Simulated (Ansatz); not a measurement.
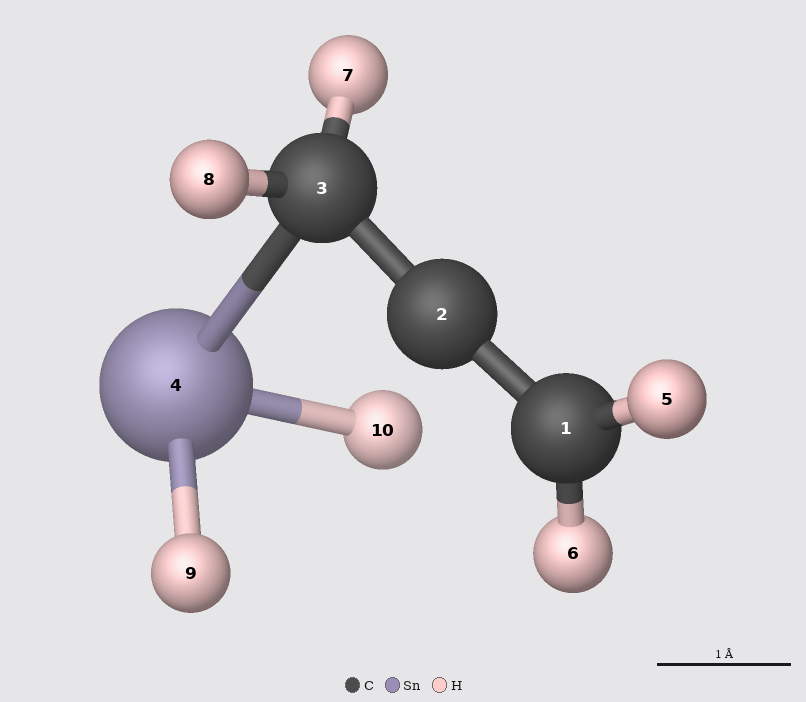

The view is orthographic, and the bar gives the scale. The geometry was computed by an optimisation with PBE0-D4/def2-TZVP. No frequency run is at hand to confirm it as a minimum.

Write Cartesian coordinates in Å in the frame of the picture: x to the right, y up, z towards the viewer, origin at the mean of the atomic positions.

```xyz
10
C3H6Sn
C    1.35  -0.57   0.73
C    0.41   0.29   0.50
C   -0.50   1.24   0.35
Sn  -1.60  -0.25  -1.43
H    2.11  -0.35   1.47
H    1.40  -1.52   0.20
H   -0.30   2.10  -0.29
H   -1.35   1.31   1.02
H   -1.49  -1.67  -0.38
H   -0.04  -0.58  -2.19
```
